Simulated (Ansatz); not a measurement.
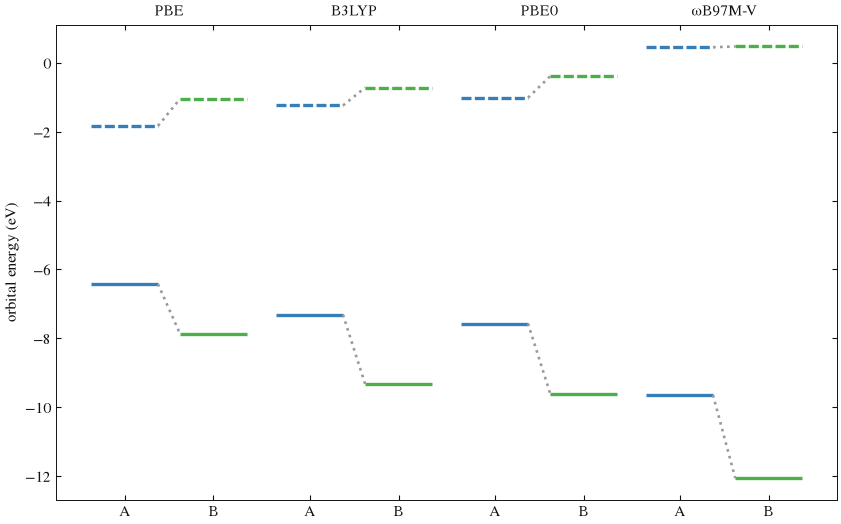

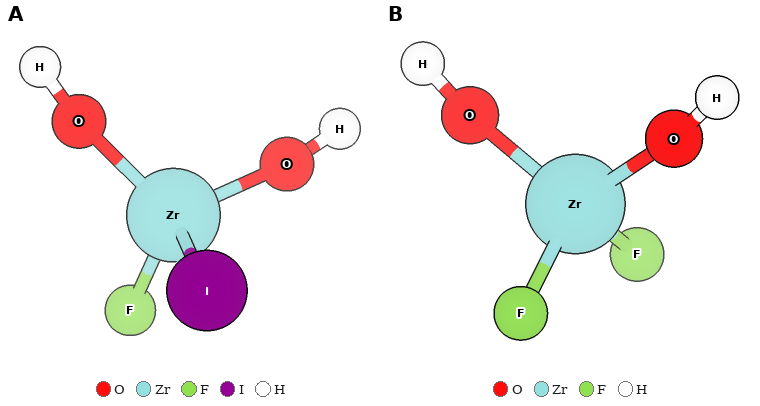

One change: A, ZrH₂O₂IF (SMILES [OH][Zr]([OH])([F])[I]), becomes B, ZrH₂O₂F₂ (SMILES [OH][Zr]([OH])([F])[F]). I on Zr is replaced by F. HOMO (solid) and LUMO (dashed) computed in def2-TZVPP at PBE0-D4/def2-TZVP geometries, both minima by their frequencies, gas phase, the Ansatz code. Empty levels above zero depend strongly on the basis.

### What does the change do to HOMO and LUMO?

PBE: the HOMO falls by 1.46 eV, the LUMO rises by 0.79 eV, and the separation goes from 4.59 to 6.84 eV. B3LYP: the HOMO falls by 2.02 eV, the LUMO rises by 0.52 eV, and the separation goes from 6.08 to 8.62 eV. PBE0: the HOMO falls by 2.04 eV, the LUMO rises by 0.62 eV, and the separation goes from 6.56 to 9.22 eV. ωB97M-V: the HOMO falls by 2.41 eV, the LUMO rises by 0.02 eV, and the separation goes from 10.10 to 12.53 eV.

### Do the functionals agree on the effect?

They agree on the direction for both levels; the HOMO shift lies between −2.41 and −1.46 eV and the LUMO shift between 0.02 and 0.79 eV, while the separations themselves differ by up to 5.7 eV between functionals.

Caveats: core potentials past krypton; spin-orbit coupling is left out, and with I it can shift these values.
